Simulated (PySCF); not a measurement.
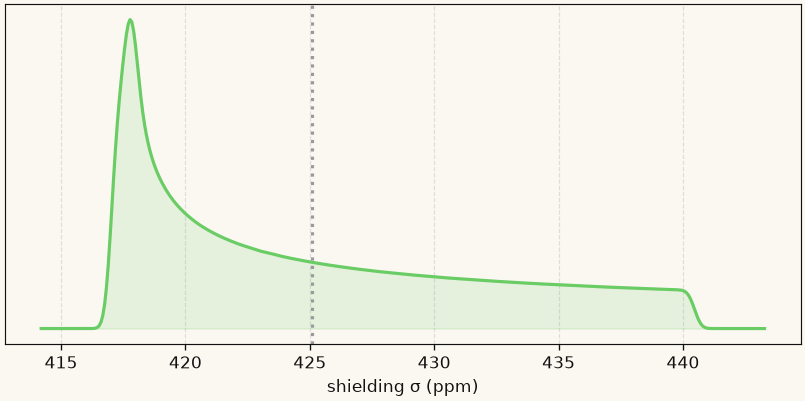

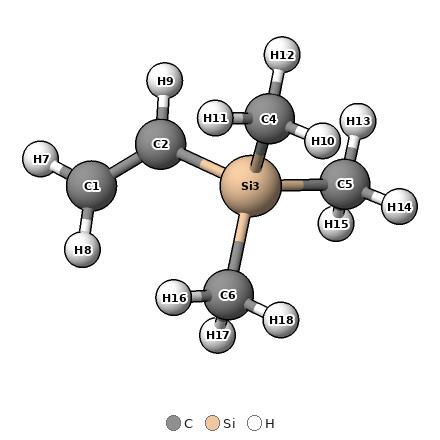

Static powder pattern (²⁹Si) from GIAO shielding tensors of C₅H₁₂Si, SMILES C=C[Si](C)(C)C, PBE0/cc-pVDZ, PySCF 2.14.0, at a PBE0-D3(BJ)/def2-SVP geometry (no frequency check); absolute shielding, one fixed geometry of the isolated molecule without any motion, no dipolar terms. The dotted line is the isotropic value; skew is 3(σiso − σ22)/span.

The pattern belongs to Si3. Give the principal values, span and skew.

Answer. Si3: σ11, σ22, σ33 = 417, 418, 440 ppm, isotropic 425, span 23 ppm, skew 0.93.
